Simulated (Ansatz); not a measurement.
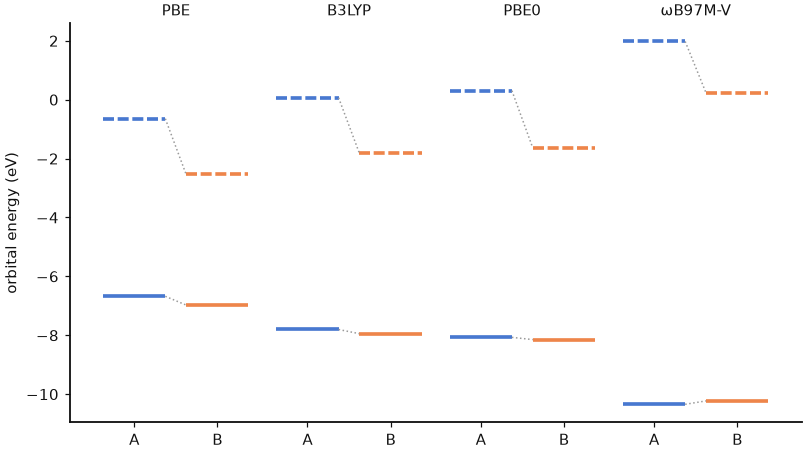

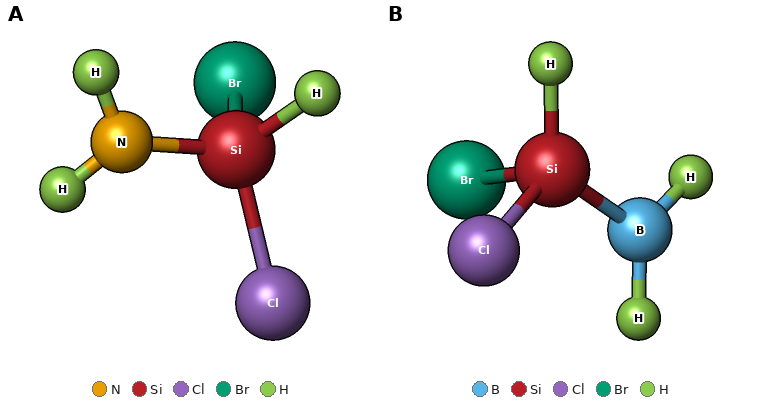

One change: A, SiNH₃BrCl (SMILES N[Si@@H](Cl)Br), becomes B, BSiH₃BrCl (SMILES B[Si@H](Cl)Br). NH₂ on Si is replaced by BH₂. HOMO (solid) and LUMO (dashed) computed in def2-TZVPP at PBE0-D4/def2-TZVP geometries, both minima by their frequencies, gas phase, the Ansatz code 0.2.0. Empty levels above zero depend strongly on the basis.

> What does the change do to HOMO and LUMO?

PBE: the HOMO falls by 0.30 eV, the LUMO falls by 1.89 eV, and the separation goes from 6.03 to 4.44 eV. B3LYP: the HOMO falls by 0.14 eV, the LUMO falls by 1.89 eV, and the separation goes from 7.87 to 6.12 eV. PBE0: the HOMO falls by 0.08 eV, the LUMO falls by 1.94 eV, and the separation goes from 8.38 to 6.52 eV. ωB97M-V: the HOMO rises by 0.12 eV, the LUMO falls by 1.74 eV, and the separation goes from 12.32 to 10.46 eV.

> Do the functionals agree on the effect?

Not on every direction; the HOMO shift lies between −0.30 and 0.12 eV and the LUMO shift between −1.94 and −1.74 eV, while the separations themselves differ by up to 6.3 eV between functionals.
